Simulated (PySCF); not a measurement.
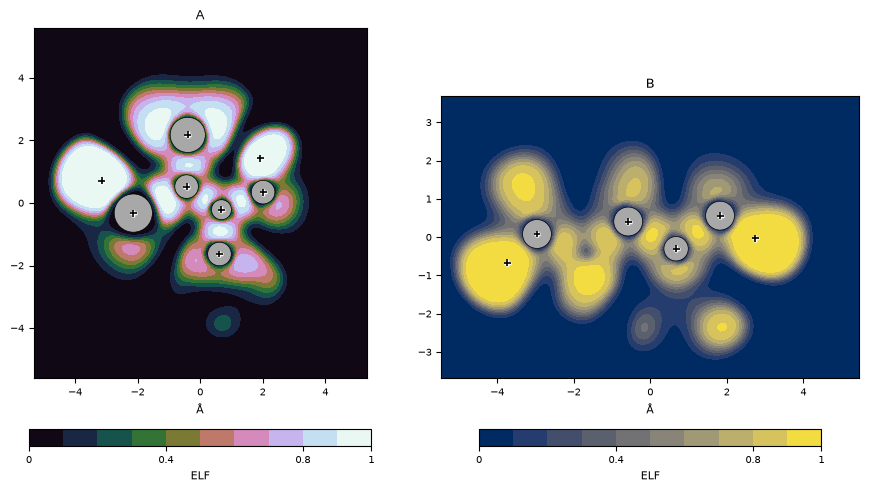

The ELF of 2 systems, each on a plane through atoms (crosses mark nuclei in the plane; grey discs cover the cores).

Theory: PySCF, PBE0/pcSseg-1, SCF density, in a chloroform solvent model, non-relativistic.

System 1: C₅H₁₄N₂ (N,N,N',N'-tetramethylmethanediamine), the plane of atoms C3, N2 and C4. Geometry: PBE0-D3(BJ)/def2-SVP.

```xyz
21

C    -1.0573    0.9412    1.4405
N    -0.9974   -0.1715    0.5272
C    -2.2802   -0.7716    0.2823
C    -0.2698    0.1346   -0.6767
N     1.1262    0.3598   -0.4055
C     1.8151    1.0325   -1.4726
C     1.8049   -0.8284    0.0453
H    -1.7154    1.7630    1.0757
H    -1.4385    0.6119    2.4195
H    -0.0458    1.3484    1.5739
H    -2.1686   -1.6696   -0.3457
H    -3.0013   -0.0895   -0.2252
H    -2.7378   -1.0821    1.2350
H    -0.6622    1.0472   -1.1831
H    -0.4281   -0.7114   -1.3857
H     1.8881    0.4287   -2.4071
H     1.3053    1.9766   -1.7219
H     2.8423    1.2775   -1.1605
H     2.8039   -0.5733    0.4319
H     1.2203   -1.2890    0.8538
H     1.9331   -1.5851   -0.7630
```

System 2: C₄H₉NSSi (SMILES C=CN(C)C([SiH3])=S), the plane of atoms N3, C5 and S7. Geometry: GFN2-xTB; a saddle point, not a minimum.

| atom | x (Å) | y (Å) | z (Å) |
| --- | --- | --- | --- |
| C | -1.2030 | 1.6934 | 0.0014 |
| C | -0.7676 | 0.6264 | -0.6413 |
| N | -0.3543 | -0.5535 | 0.0262 |
| C | -1.4157 | -1.4653 | 0.3881 |
| C | 0.9388 | -0.7894 | 0.2691 |
| Si | 2.2523 | 0.4863 | -0.2463 |
| S | 1.4552 | -2.1557 | 1.0453 |
| H | -1.2412 | 1.7260 | 1.0774 |
| H | -1.5368 | 2.5694 | -0.5252 |
| H | -0.7327 | 0.5827 | -1.7249 |
| H | -0.9667 | -2.3658 | 0.8060 |
| H | -2.0033 | -1.7229 | -0.4955 |
| H | -2.0732 | -1.0083 | 1.1304 |
| H | 2.0339 | 0.8251 | -1.6554 |
| H | 3.5555 | -0.1242 | -0.0393 |
| H | 2.0588 | 1.6759 | 0.5839 |

Which map belongs to which system?

Answer. Panel A is system 2, C₄H₉NSSi: the plane holds C, N, Si, S and H. C–N (1.34 Å): the ELF peaks at about 0.90 between the atoms (a covalent bond). Panel B is system 1, C₅H₁₄N₂: the plane holds N, C and H. C–N (1.44 Å): the ELF peaks at about 0.95 between the atoms: a covalent bond.
